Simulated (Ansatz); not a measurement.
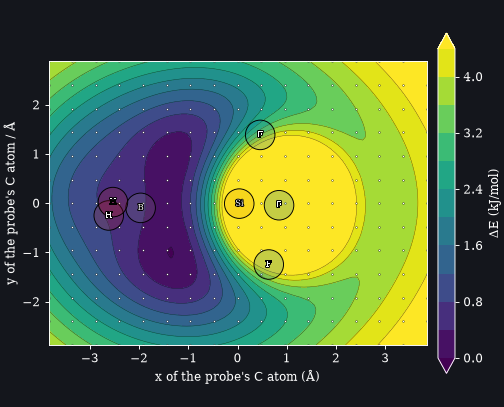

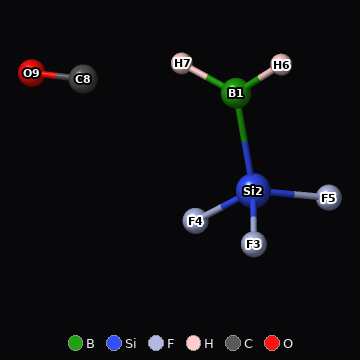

Energy landscape of BF₃H₂Si (SMILES B[Si](F)(F)F) with the probe CO. 
- The probe is moved over a plane parallel to the molecule's main plane, 4.13 Å above it.
- First axis: x of the probe's C atom. Second axis: y of the probe's C atom.
- Nothing is relaxed (molecule and probe rigid, the probe upright with C nearest the plane).
- The scan uses a 17 × 13 grid.
- All energies are given in kJ/mol relative to the lowest grid point.
- All numbers below come from Ansatz, RKS PBE-D4/def2-SVPD.

The picture shows filled contours, dots at the grid points, labelled circles for the molecule's atoms, projected on the plane, one colour for all values above the top of the scale. Between grid points the surface is interpolated. The second picture is the structure at the lowest point.

**Where are the wells?**

The lowest grid point is at x of the probe's C atom = −1.44 Å, y of the probe's C atom = −0.96 Å. The highest grid point, x of the probe's C atom = 0.96 Å, y of the probe's C atom = 0.00 Å, lies 12.08 kJ/mol above the lowest. Near the minimum the curvatures are about 0.013 and 0.032 eV/Å² along the soft and the stiff direction.

The values on the grid:

```
y of the probe's C atom ↓, x of the probe's C atom →  −3.36  −2.40  −1.44  −0.48   0.48  1.44  2.40  3.36
                                                2.88   3.66   3.08   2.69   2.64   3.01  3.58  4.18  4.68
                                                2.40   3.10   2.35   1.85   1.83   2.46  3.19  3.85  4.47
                                                1.92   2.48   1.63   1.03   1.17   2.38  3.17  3.60  4.26
                                                1.44   1.90   1.07   0.44   1.03   3.45  4.04  3.56  4.06
                                                0.96   1.45   0.77   0.18   1.63   6.06  6.08  3.82  3.90
                                                0.48   1.18   0.67   0.18   2.62   9.34  8.58  4.23  3.80
                                                0.00   1.13   0.67   0.20   3.16  11.08  9.86  4.45  3.77
                                               −0.48   1.27   0.70   0.11   2.74   9.81  8.91  4.30  3.80
                                               −0.96   1.52   0.71   0.00   1.74   6.61  6.50  3.91  3.90
                                               −1.44   1.89   0.89   0.16   1.01   3.77  4.31  3.62  4.06
                                               −1.92   2.39   1.36   0.68   1.00   2.44  3.25  3.61  4.25
                                               −2.40   2.95   2.06   1.48   1.58   2.36  3.15  3.83  4.46
                                               −2.88   3.50   2.81   2.36   2.38   2.85  3.49  4.13  4.66
```

The table holds every second grid line.

Each point was launched as `ansatz run input.yaml --threads 1 --pin off --max-ram 2560MiB --backend cpu --events-out ev --progress --plain --runs-dir out`. The whole map (221 points run) took 29 min on 1 thread of Arm Neoverse V2 (shared host).
